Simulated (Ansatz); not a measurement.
# What LiBe in Pmma, a phase reached by a soft mode distorts into, part 2 of 3

Which phase does LiBe in Pmma, a phase reached by a soft mode fall into along its unstable mode, and how much energy does it gain?

Ansatz 0.2.0; DFT PBEsol, scalar-relativistic, plane waves, PAW; PAW set soft_1.

So far. Step 4 (The mode frozen in, largest atomic shift 0.45 Å): The run ends at a pressure of -1.64 GPa, with forces up to 0.45 eV/Å. Step 5 (Energy along the mode, all amplitudes (two of the runs …): The lowest of the steps tried is at 0.45 Å, 48.1 meV/atom below the parent; the bottom of the well need not coincide with a step.

## 6. Relaxation from the frozen mode

Starting from the lowest point found, all atoms and the cell are let go, so that strain and other modes of the same symmetry can join in.

Contents of input.yaml:

```yaml
crystal:
  lattice:
    - [4.0029917923, 0.0, 0.0]
    - [0.0, 2.3002298331, 0.0]
    - [0.0, 0.0, 4.8048219967]
  atoms:
    - { symbol: Li, position: [0.25, 0.0179731801, 0.1436367237] }
    - { symbol: Li, position: [0.75, -0.0179731801, 0.8563632763] }
    - { symbol: Be, position: [0.25, 0.3043673752, 0.611800186] }
    - { symbol: Be, position: [0.75, 0.6956326248, 0.388199814] }
kpoints:
  mp_grid: { grid: [10, 18, 10] }
hamiltonian:
  xc: pbesol
  pseudopotentials: { kind: paw, azcp: { folder: soft_1 }, xc_functional: pbe }
scf:
  occupations: { method: methfessel_paxton, width: 0.2 }
output:
  forces: true
  stress: true
  eigenvalues: true
relax:
  adjacent_minimum: "off"
  f_tol: 0.002
  max_steps: 120
  cell: { stress_tol: 0.03 }
```

Command:

```sh
$ ansatz run input.yaml --threads 4 --pin off --max-ram 10240MiB --backend cpu --events-out ev --progress --plain --runs-dir out
```

Numbers of over 12 decimals in the logs are rounded to 6 here.

Log:

```text
[...]
Crystal: 4 atoms, lattice volume = 44.242 Å³
Basis set: ecut = 420 eV, 851 PW (Γ), exchange–correlation on 54×32×72 points (8 copies of the dense FFT grid, shifted against one another)
Bands: 9, of which v1, the nominal top of the filled ones, is band 5 counted from 1 (4 counted from 0)
Symmetry: 4 space group operations
[...]
k-points: 552 of 1800
[...]
SCF iter   1: F=—  HF=-585.869079 eV  |F-HF|=—  |Δ(HF+E_count)|=         —  Δρ=9.32e-3  dr2=3.67e-2  ethr=3.10e-3  ⟨swp⟩=5.3  Hψ=31781  notcnv=0
[...]
SCF iter   7: F=-585.826930 eV  HF=-585.826930 eV  |F-HF|=1.91e-8  |Δ(HF+E_count)|=   3.50e-7  S|Δr|=    0.00e0  Δρ=4.55e-6  dr2=2.84e-8  ethr=1.00e-9  ⟨swp⟩=3.1  Hψ=17662  notcnv=0
SCF 1 converged in 7 iterations: F = -585.826930 eV  dr2 = 2.84e-8
[...]
relax step   1: F+E_penalty+E_count = -585.82692986 eV  Δ(F+E_penalty+E_count) = +0.000e0 eV  max|allowed force component| = 4.414e-1 eV/Å  Δτ_max = 0.0000 Å  P = -1.638 GPa  Ω = 44.242 Å³  (7 SCF iters, dr2 threshold 1.00e-7 eV, accepted)
Crystal: 4 atoms, lattice volume = 43.777 Å³
Basis set: ecut = 420 eV, 861 PW (Γ), exchange–correlation on 54×32×72 points (8 copies of the dense FFT grid, shifted against one another)
[...]
iter 1 solved again at ethr=4.34e-4 eV; its pass at ethr=3.10e-3 eV (dr2=4.34e-2 eV) is discarded
[...]
SCF iter   6: F=-585.950474 eV  HF=-585.950474 eV  |F-HF|=6.21e-10  |Δ(HF+E_count)|=   2.88e-8  S|Δr|=    0.00e0  Δρ=1.40e-6  dr2=1.16e-9  ethr=1.10e-9  ⟨swp⟩=2.0  Hψ=15218  notcnv=0
SCF 2 converged in 6 iterations: F = -585.950474 eV  dr2 = 1.16e-9
relax step   2: F+E_penalty+E_count = -585.95047436 eV  Δ(F+E_penalty+E_count) = -1.235e-1 eV  max|allowed force component| = 1.484e-1 eV/Å  Δτ_max = 0.1204 Å  P = -0.709 GPa  Ω = 43.777 Å³  energy of the carried Pulay correction = +2.450e-5 eV  (6 SCF iters, dr2 threshold 4.00e-7 eV, accepted)
Crystal: 4 atoms, lattice volume = 43.357 Å³
[...]
SCF iter   5: F=-585.985400 eV  HF=-585.985400 eV  |F-HF|=5.31e-8  |Δ(HF+E_count)|=   4.82e-7  S|Δr|=    0.00e0  Δρ=9.12e-6  dr2=8.19e-8  ethr=4.00e-9  ⟨swp⟩=5.7  Hψ=26872  notcnv=0
SCF 3 converged in 5 iterations: F = -585.985400 eV  dr2 = 8.19e-8
relax step   3: F+E_penalty+E_count = -585.98540005 eV  Δ(F+E_penalty+E_count) = -3.493e-2 eV  max|allowed force component| = 1.272e-1 eV/Å  Δτ_max = 0.0369 Å  P = +0.169 GPa  Ω = 43.357 Å³  energy of the carried Pulay correction = +4.685e-5 eV  (5 SCF iters, dr2 threshold 4.00e-7 eV, accepted)
[... from here on, the SCF cycles and remarks between the steps are left out ...]
relax step   4: F+E_penalty+E_count = -585.99782475 eV  Δ(F+E_penalty+E_count) = -1.242e-2 eV  max|allowed force component| = 3.446e-2 eV/Å  Δτ_max = 0.0403 Å  P = +0.605 GPa  Ω = 43.429 Å³  energy of the carried Pulay correction = +4.297e-5 eV  (5 SCF iters, dr2 threshold 4.00e-7 eV, accepted)
relax step   5: F+E_penalty+E_count = -586.00485987 eV  Δ(F+E_penalty+E_count) = -7.035e-3 eV  max|allowed force component| = 3.860e-2 eV/Å  Δτ_max = 0.0108 Å  P = -0.322 GPa  Ω = 44.204 Å³  energy of the carried Pulay correction = +1.968e-6 eV  (5 SCF iters, dr2 threshold 4.00e-7 eV, accepted)
relax step   6: F+E_penalty+E_count = -586.01039326 eV  Δ(F+E_penalty+E_count) = -5.533e-3 eV  max|allowed force component| = 2.758e-2 eV/Å  Δτ_max = 0.0853 Å  P = -0.125 GPa  Ω = 44.362 Å³  energy of the carried Pulay correction = -6.288e-6 eV  (5 SCF iters, dr2 threshold 4.00e-7 eV, accepted)
relax step   7: F+E_penalty+E_count = -586.01417534 eV  Δ(F+E_penalty+E_count) = -3.782e-3 eV  max|allowed force component| = 5.636e-2 eV/Å  Δτ_max = 0.1858 Å  P = +0.292 GPa  Ω = 44.536 Å³  energy of the carried Pulay correction = -1.536e-5 eV  (5 SCF iters, dr2 threshold 4.00e-7 eV, accepted)
relax step   8: F+E_penalty+E_count = -586.01544075 eV  Δ(F+E_penalty+E_count) = -1.265e-3 eV  max|allowed force component| = 7.153e-3 eV/Å  Δτ_max = 0.0704 Å  P = +0.298 GPa  Ω = 44.398 Å³  energy of the carried Pulay correction = -8.184e-6 eV  (5 SCF iters, dr2 threshold 4.00e-7 eV, accepted)
relax step   9: F+E_penalty+E_count = -586.01613560 eV  Δ(F+E_penalty+E_count) = -6.949e-4 eV  max|allowed force component| = 5.997e-3 eV/Å  Δτ_max = 0.0105 Å  P = -0.001 GPa  Ω = 44.651 Å³  energy of the carried Pulay correction = -2.132e-5 eV  (4 SCF iters, dr2 threshold 4.00e-7 eV, accepted)
relax step  10: F+E_penalty+E_count = -586.01640770 eV  Δ(F+E_penalty+E_count) = -2.721e-4 eV  max|allowed force component| = 2.910e-2 eV/Å  Δτ_max = 0.0062 Å  P = -0.023 GPa  Ω = 44.771 Å³  energy of the carried Pulay correction = -2.756e-5 eV  (5 SCF iters, dr2 threshold 9.47e-8 eV, accepted)
relax step  11: F+E_penalty+E_count = -586.01656495 eV  Δ(F+E_penalty+E_count) = -1.572e-4 eV  max|allowed force component| = 7.143e-3 eV/Å  Δτ_max = 0.0109 Å  P = +0.052 GPa  Ω = 44.830 Å³  energy of the carried Pulay correction = -3.063e-5 eV  (5 SCF iters, dr2 threshold 6.39e-8 eV, accepted)
relax step  12: F+E_penalty+E_count = -586.01651563 eV  Δ(F+E_penalty+E_count) = +4.932e-5 eV  max|allowed force component| = 8.193e-3 eV/Å  Δτ_max = 0.0058 Å  P = -0.159 GPa  Ω = 44.994 Å³  energy of the carried Pulay correction = -3.908e-5 eV  (4 SCF iters, dr2 threshold 3.44e-8 eV, rejected (line search))
relax step  13: F+E_penalty+E_count = -586.01662736 eV  Δ(F+E_penalty+E_count) = -6.241e-5 eV  max|allowed force component| = 1.527e-3 eV/Å  Δτ_max = 0.0044 Å  P = -0.026 GPa  Ω = 44.865 Å³  energy of the carried Pulay correction = -3.244e-5 eV  (7 SCF iters, accepted)
relax step  14: F+E_penalty+E_count = -586.01664683 eV  Δ(F+E_penalty+E_count) = -1.947e-5 eV  max|allowed force component| = 4.777e-4 eV/Å  Δτ_max = 0.0043 Å  P = +0.007 GPa  Ω = 44.812 Å³  energy of the carried Pulay correction = -2.966e-5 eV  (4 SCF iters, dr2 threshold 8.40e-9 eV, accepted)
relax step  15: F+E_penalty+E_count = -586.02087151 eV  Δ(F+E_penalty+E_count) = -4.225e-3 eV  max|allowed force component| = 4.183e-4 eV/Å  Δτ_max = 0.0000 Å  P = +0.101 GPa  Ω = 44.812 Å³  stress off target by 2.70e-1 GPa  SCF on the basis re-selected at this cell (its energy is not comparable with the rows above)  (6 SCF iters)
relax step  16: F+E_penalty+E_count = -586.02167471 eV  Δ(F+E_penalty+E_count) = -8.032e-4 eV  max|allowed force component| = 7.170e-3 eV/Å  Δτ_max = 0.0047 Å  P = -0.053 GPa  Ω = 45.040 Å³  energy of the carried Pulay correction = -1.090e-5 eV  (4 SCF iters, dr2 threshold 1.83e-7 eV, accepted)
relax step  17: F+E_penalty+E_count = -586.02229754 eV  Δ(F+E_penalty+E_count) = -6.228e-4 eV  max|allowed force component| = 9.423e-3 eV/Å  Δτ_max = 0.0059 Å  P = -0.009 GPa  Ω = 45.148 Å³  energy of the carried Pulay correction = -1.368e-5 eV  (5 SCF iters, dr2 threshold 1.14e-7 eV, accepted)
relax step  18: F+E_penalty+E_count = -586.02237258 eV  Δ(F+E_penalty+E_count) = -7.505e-5 eV  max|allowed force component| = 9.968e-3 eV/Å  Δτ_max = 0.0039 Å  P = -0.000 GPa  Ω = 45.118 Å³  energy of the carried Pulay correction = -1.222e-5 eV  (3 SCF iters, dr2 threshold 1.52e-7 eV, accepted)
relax step  19: F+E_penalty+E_count = -586.02179302 eV  Δ(F+E_penalty+E_count) = +5.796e-4 eV  max|allowed force component| = 6.286e-2 eV/Å  Δτ_max = 0.0264 Å  P = -0.121 GPa  Ω = 44.770 Å³  energy of the carried Pulay correction = +6.839e-6 eV  (5 SCF iters, dr2 threshold 1.85e-7 eV, rejected (line search))
relax step  20: F+E_penalty+E_count = -586.02262656 eV  Δ(F+E_penalty+E_count) = -2.540e-4 eV  max|allowed force component| = 3.906e-2 eV/Å  Δτ_max = 0.0160 Å  P = +0.029 GPa  Ω = 44.946 Å³  energy of the carried Pulay correction = -3.092e-6 eV  (7 SCF iters, accepted)
relax step  21: F+E_penalty+E_count = -586.02194115 eV  Δ(F+E_penalty+E_count) = +6.854e-4 eV  max|allowed force component| = 7.259e-2 eV/Å  Δτ_max = 0.0192 Å  P = +0.043 GPa  Ω = 44.808 Å³  energy of the carried Pulay correction = +5.643e-6 eV  (5 SCF iters, dr2 threshold 9.54e-8 eV, rejected (line search))
relax step  22: F+E_penalty+E_count = -586.02281547 eV  Δ(F+E_penalty+E_count) = -1.889e-4 eV  max|allowed force component| = 2.428e-2 eV/Å  Δτ_max = 0.0160 Å  P = +0.005 GPa  Ω = 44.865 Å³  energy of the carried Pulay correction = +2.314e-6 eV  (7 SCF iters, accepted)
relax step  23: F+E_penalty+E_count = -586.02318319 eV  Δ(F+E_penalty+E_count) = -3.677e-4 eV  max|allowed force component| = 1.723e-3 eV/Å  Δτ_max = 0.0050 Å  P = +0.019 GPa  Ω = 44.880 Å³  energy of the carried Pulay correction = +1.923e-6 eV  (5 SCF iters, dr2 threshold 1.41e-7 eV, accepted)
relax step  24: F+E_penalty+E_count = -586.02323407 eV  Δ(F+E_penalty+E_count) = -5.088e-5 eV  max|allowed force component| = 1.822e-3 eV/Å  Δτ_max = 0.0014 Å  P = -0.032 GPa  Ω = 44.965 Å³  energy of the carried Pulay correction = -2.160e-6 eV  (4 SCF iters, dr2 threshold 1.93e-8 eV, accepted)
relax step  25: F+E_penalty+E_count = -586.02365333 eV  Δ(F+E_penalty+E_count) = -4.193e-4 eV  max|allowed force component| = 1.297e-2 eV/Å  Δτ_max = 0.0089 Å  P = -0.120 GPa  Ω = 45.197 Å³  energy of the carried Pulay correction = -1.139e-5 eV  (6 SCF iters, dr2 threshold 2.14e-8 eV, accepted)
relax step  26: F+E_penalty+E_count = -586.02386425 eV  Δ(F+E_penalty+E_count) = -2.109e-4 eV  max|allowed force component| = 1.830e-2 eV/Å  Δτ_max = 0.0104 Å  P = -0.151 GPa  Ω = 45.462 Å³  energy of the carried Pulay correction = -2.204e-5 eV  (5 SCF iters, dr2 threshold 2.21e-7 eV, accepted)
relax step  27: F+E_penalty+E_count = -586.02408839 eV  Δ(F+E_penalty+E_count) = -2.241e-4 eV  max|allowed force component| = 7.812e-3 eV/Å  Δτ_max = 0.0050 Å  P = -0.041 GPa  Ω = 45.304 Å³  energy of the carried Pulay correction = -1.445e-5 eV  (4 SCF iters, dr2 threshold 3.04e-7 eV, accepted)
relax step  28: F+E_penalty+E_count = -586.02410937 eV  Δ(F+E_penalty+E_count) = -2.099e-5 eV  max|allowed force component| = 1.195e-2 eV/Å  Δτ_max = 0.0036 Å  P = -0.016 GPa  Ω = 45.263 Å³  energy of the carried Pulay correction = -1.168e-5 eV  (4 SCF iters, dr2 threshold 2.97e-8 eV, accepted)
relax step  29: F+E_penalty+E_count = -586.02414750 eV  Δ(F+E_penalty+E_count) = -3.813e-5 eV  max|allowed force component| = 7.481e-4 eV/Å  Δτ_max = 0.0038 Å  P = +0.006 GPa  Ω = 45.253 Å³  energy of the carried Pulay correction = -1.093e-5 eV  (4 SCF iters, dr2 threshold 8.92e-9 eV, accepted)
relax step  30: F+E_penalty+E_count = -586.02414887 eV  Δ(F+E_penalty+E_count) = -1.370e-6 eV  max|allowed force component| = 5.478e-4 eV/Å  Δτ_max = 0.0002 Å  P = +0.002 GPa  Ω = 45.263 Å³  energy of the carried Pulay correction = -1.127e-5 eV  (5 SCF iters, accepted)
Basis set: ecut = 420 eV, 877 PW (Γ), exchange–correlation on 50×32×90 points (8 copies of the dense FFT grid, shifted against one another)
[...]
SCF iter   6: F=-586.024442 eV  HF=-586.024442 eV  |F-HF|=4.55e-13  |Δ(HF+E_count)|=  6.40e-11  S|Δr|=    0.00e0  Δρ=6.47e-8  dr2=1.67e-12  ethr=1.00e-12  ⟨swp⟩=4.9  Hψ=16594  notcnv=0
SCF 31 converged in 6 iterations: F = -586.024442 eV  dr2 = 1.67e-12
relax step  31: F+E_penalty+E_count = -586.02444231 eV  Δ(F+E_penalty+E_count) = -2.934e-4 eV  max|allowed force component| = 5.265e-4 eV/Å  Δτ_max = 0.0000 Å  P = +0.011 GPa  Ω = 45.263 Å³  stress off target by 2.68e-2 GPa  SCF on the basis re-selected at this cell (its energy is not comparable with the rows above)  (6 SCF iters)
[...]
SCF converged after 6 iterations
[...]
Free energy (F): -586.024442 eV
[...]
Internal energy: -586.025550 eV  (E = F + TS)
E sigma→0 (E₀):  -586.024719 eV
Entropy (-TS):   0.001107 eV (0.277 meV/atom)
Fermi energy:    3.829766 eV
[...]
--- Forces (eV/Å), atoms counted from 1 ---
  atom   1  Li    -0.00000000     0.00030232     0.00031946
  atom   2  Li     0.00000000    -0.00030232    -0.00031946
  atom   3  Be     0.00000000     0.00003215    -0.00052653
  atom   4  Be    -0.00000000    -0.00003215     0.00052653
  max |Σ_I F_I| component: 0.00e0 eV/Å
--- Stress (GPa, compression-positive) ---
        0.008255       0.000000      -0.000000
        0.000000       0.007153      -0.013439
       -0.000000      -0.013439       0.017575
  P = ⅓ Tr σ = 0.0110 GPa (0.110 kbar)
--- Band table (eV; the first three rows and the last of 552) ---
[...]
--- Relaxed structure (29 steps of the walk, 26 accepted, 2 SCFs on fresh bases) ---
  F+E_penalty+E_count = -586.02444231 eV   max|allowed force component| = 5.265e-4 eV/Å   (the final SCF, on the basis selected at the relaxed cell)
  cell:  # Å, volume = 45.2626 Å³
    - [3.595010, -1.0573981004170782e-16, 6.100813264372218e-17]
    - [-6.076102031288775e-17, 2.219650, -0.547287]
    - [7.322853328553096e-17, -1.143197, 5.954109]
  atoms:
    - { symbol: Li, position: [0.250000, -0.101364, 0.156136] }
    - { symbol: Li, position: [0.75, 0.101364, 0.843864] }
    - { symbol: Be, position: [0.250000, 0.329089, 0.575234] }
    - { symbol: Be, position: [0.75, 0.670911, 0.424766] }
```

The job ended after 2.1 min (4 threads of Arm Neoverse V1, shared host; peak memory 0.56 GiB; 8.3 min of CPU time).

The steps of the relaxation (22 of 31):

| step | energy less that of the first step (eV) | largest force component (eV/Å) | pressure (GPa) | volume (Å³) |
| --- | --- | --- | --- | --- |
| 1 | 0.0000 | 0.4414 | -1.64 | 44.24 |
| 2 | -0.1235 | 0.1484 | -0.71 | 43.78 |
| 4 | -0.1709 | 0.0345 | 0.61 | 43.43 |
| 5 | -0.1779 | 0.0386 | -0.32 | 44.20 |
| 7 | -0.1872 | 0.0564 | 0.29 | 44.54 |
| 8 | -0.1885 | 0.0072 | 0.30 | 44.40 |
| 10 | -0.1895 | 0.0291 | -0.02 | 44.77 |
| 11 | -0.1896 | 0.0071 | 0.05 | 44.83 |
| 12 | -0.1896 | 0.0082 | -0.16 | 44.99 |
| 14 | -0.1897 | 0.0005 | 0.01 | 44.81 |
| 15* | -0.1939 | 0.0004 | 0.10 | 44.81 |
| 17 | -0.1954 | 0.0094 | -0.01 | 45.15 |
| 18 | -0.1954 | 0.0100 | 0.00 | 45.12 |
| 20 | -0.1957 | 0.0391 | 0.03 | 44.95 |
| 21 | -0.1950 | 0.0726 | 0.04 | 44.81 |
| 22 | -0.1959 | 0.0243 | 0.01 | 44.86 |
| 24 | -0.1963 | 0.0018 | -0.03 | 44.96 |
| 25 | -0.1967 | 0.0130 | -0.12 | 45.20 |
| 27 | -0.1972 | 0.0078 | -0.04 | 45.30 |
| 28 | -0.1972 | 0.0119 | -0.02 | 45.26 |
| 30 | -0.1972 | 0.0005 | 0.00 | 45.26 |
| 31* | -0.1975 | 0.0005 | 0.01 | 45.26 |

Relaxation steps marked * repeat the geometry before them on a plane-wave basis chosen anew for their cell, so energy and pressure can jump there. Other such steps can lie between the rows shown. Relaxation steps 12, 19, 21 were tried and not accepted.

Forces are held to the 4 operations that the run works with; a distortion that breaks them can't arise in this run.

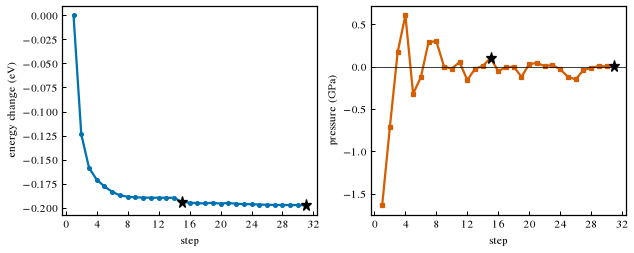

Energy and pressure along the relaxation. Stars mark steps on a basis chosen anew.

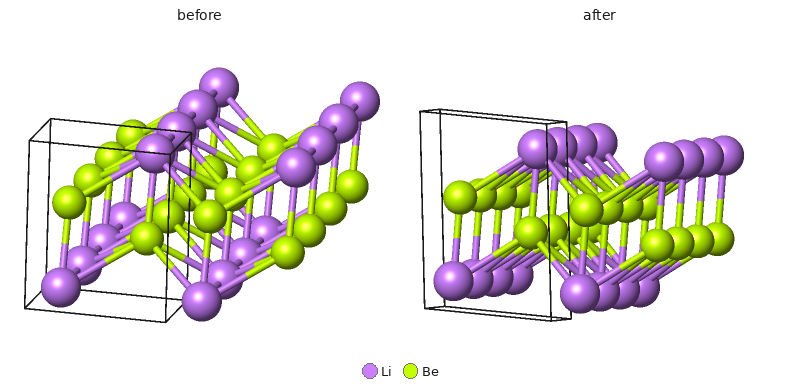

The structure before and after the relaxation, drawn at the same scale.

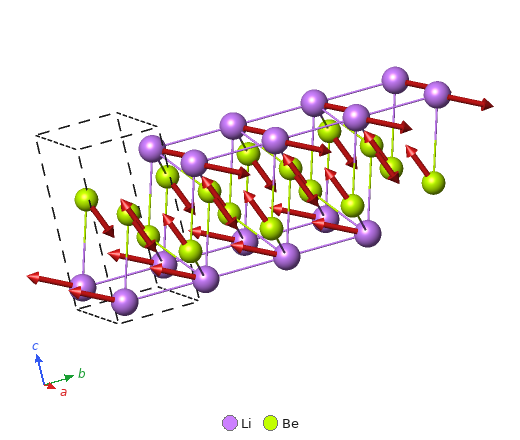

Displacements in the relaxation, exaggerated, measured against the changing cell; the longest in the cell stands for 0.31 Å. 2×4×1 cells are drawn.

| cell as run | before | after | change |
| --- | --- | --- | --- |
| a (Å) | 4.003 | 3.595 | -10.2 % |
| b (Å) | 2.300 | 2.286 | -0.6 % |
| c (Å) | 4.805 | 6.063 | +26.2 % |
| α (°) | 90.00 | 114.72 | +27.5 % |
| volume (Å³/atom) | 11.06 | 11.32 | +2.3 % |

The atoms that moved most (Å, as changes of fractional coordinates times the final cell):

| atom | dx | dy | dz | length |
| --- | --- | --- | --- | --- |
| Li1 | 0.000 | -0.279 | 0.140 | 0.312 |
| Li2 | 0.000 | 0.279 | -0.140 | 0.312 |
| Be3 | 0.000 | 0.097 | -0.231 | 0.251 |
| Be4 | 0.000 | -0.097 | 0.231 | 0.251 |

This step gave:

```yaml
pressure: 0.01099 GPa
volume_per_atom: 11.32 Å³
```

The distorted start has space group P2_1/m; the relaxation ends in P2_1/m.

## 7. The new phase in its own primitive cell

The relaxed structure is symmetrised, reduced to its primitive cell and relaxed tightly, as its phonons need.

input.yaml, the sections that differ from step 6:

```yaml
crystal:
  lattice:
    - [2.2861251652, 0.0, 0.0]
    - [0.0, 3.5950104532, 0.0]
    - [-0.2492129694, 0.0, 5.5073019297]
  atoms:
    - { symbol: Li, position: [0.742499375, 0.25, 0.1561363411] }
    - { symbol: Li, position: [0.257500625, 0.75, 0.8438636589] }
    - { symbol: Be, position: [0.7538547643, 0.25, 0.5752338501] }
    - { symbol: Be, position: [0.2461452357, 0.75, 0.4247661499] }
kpoints:
  mp_grid: { grid: [18, 12, 8] }
relax:
  adjacent_minimum: "off"
  f_tol: 0.001
  max_steps: 60
  cell: { stress_tol: 0.01 }
# hamiltonian, scf, output: as in step 6
```

Log:

```text
[...]
Crystal: 4 atoms, lattice volume = 45.263 Å³
Basis set: ecut = 420 eV, 877 PW (Γ), exchange–correlation on 32×50×80 points (8 copies of the dense FFT grid, shifted against one another)
Bands: 9, of which v1, the nominal top of the filled ones, is band 5 counted from 1 (4 counted from 0)
Symmetry: 4 space group operations
[...]
k-points: 518 of 1728
[...]
cell:  # Å, volume = 45.1528 Å³
    - [2.282152, 5.477324981850515e-18, 0.024668]
    - [8.61328192570919e-18, 3.610059, -3.781613931654811e-18]
    - [-0.189355, -6.390254372617876e-18, 5.478523]
  atoms:
    - { symbol: Li, position: [0.747068, 0.250000, 0.155278] }
    - { symbol: Li, position: [0.252932, 0.750000, 0.844722] }
    - { symbol: Be, position: [0.751842, 0.250000, 0.575966] }
    - { symbol: Be, position: [0.248158, 0.750000, 0.424034] }
[key lines of the parts left out:]
SCF converged after 6 iterations
Free energy (F): -586.025159 eV
Fermi energy:    3.861676 eV
P = ⅓ Tr σ = -0.0007 GPa (-0.007 kbar)
```

Wall time 58 s (4 threads); peak memory 0.54 GiB.

(Continued in part 3 of 3.)

[Logs are printed without paths, hosts, clocks, repeated set-up lines and the standing remarks that a program may print on its own settings, such as how far it seeks lower states.]

[Hosts, paths, dates, database ids (printed as entryN), source tags and the programs' standing remarks are cut or masked in the printed files.]
